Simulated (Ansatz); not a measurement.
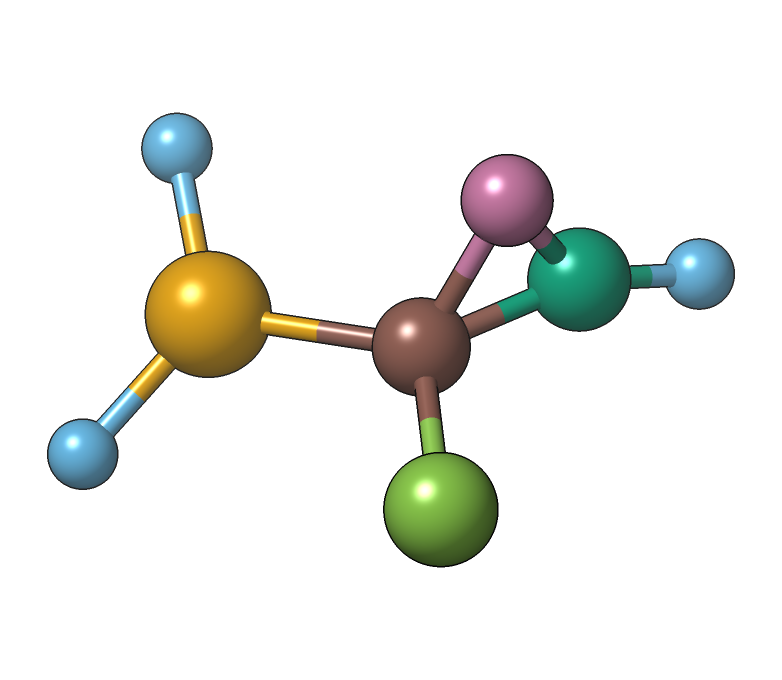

Rendered structure (ball-and-stick style). Colours: aluminium orange, carbon brown, chlorine green, boron teal, oxygen pink, hydrogen blue.

The geometry was computed by an optimisation with PBE0-D4/def2-TZVP.

Identify the structure.

It has 8 atoms: 1 carbon, 3 hydrogen, 1 aluminium, 1 boron, 1 chlorine and 1 oxygen (CH3AlBClO). Its SMILES string is `[AlH2][C@@]1(Cl)BO1`. Among its groups: C–Cl bond, B–H bond. The point group is C1. Coordination, clear cases only: 1 Al trigonal planar.

The parts below concern this one geometry. Atoms keep their numbers from picture to picture.

**Electronic properties**

Method: RKS ωB97X-V/def2-TZVPP (Ansatz 0.2.0).

Computed properties:

- HOMO energy (Kohn–Sham orbital): −9.92 eV
- LUMO energy (Kohn–Sham orbital): −0.05 eV
- HOMO–LUMO gap: 9.87 eV

**Dipole moment**

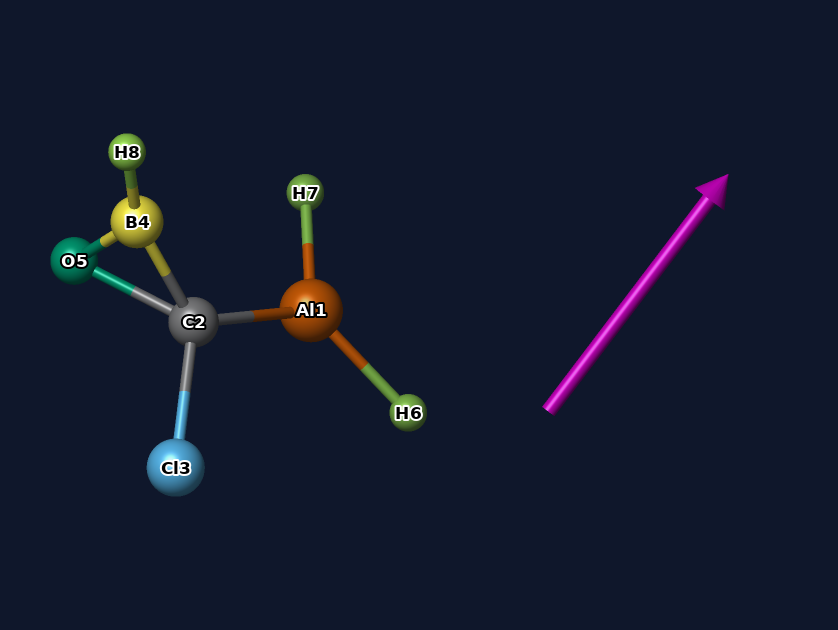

The arrow beside the molecule shows the direction of the dipole moment, from the negative to the positive end (its length means nothing). Properties computed with RKS PBE0-D4/def2-TZVP (Ansatz 0.2.0).

> How large is the dipole moment?

1.67 D; it points from the side of Cl3 to the side of H7 (the outermost atoms at the two ends).

**Vibrations**

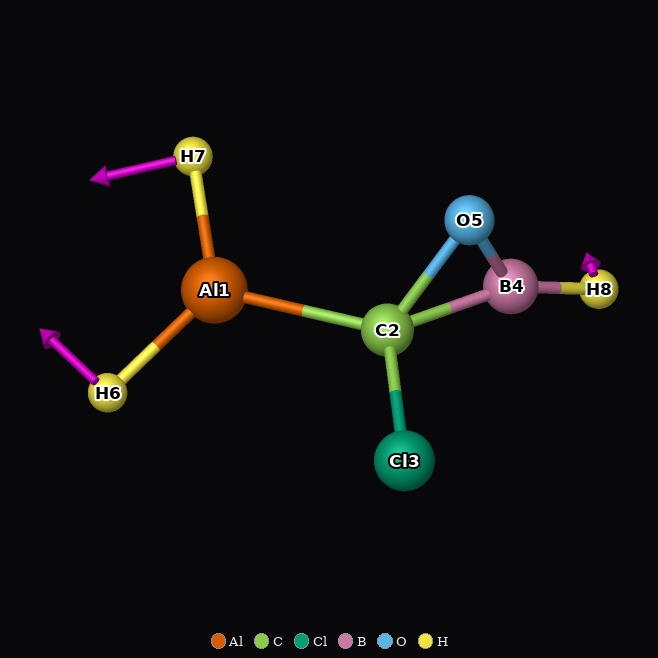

The arrows show one normal mode. Harmonic vibrations computed with RKS PBE0-D4/def2-TZVP (Ansatz 0.2.0) at a stationary point of the same level.

> Describe the motion.

Mostly angle bending.

> Estimate its harmonic wavenumber.

757 cm⁻¹; it is mode 10 of 18 counted from the lowest.
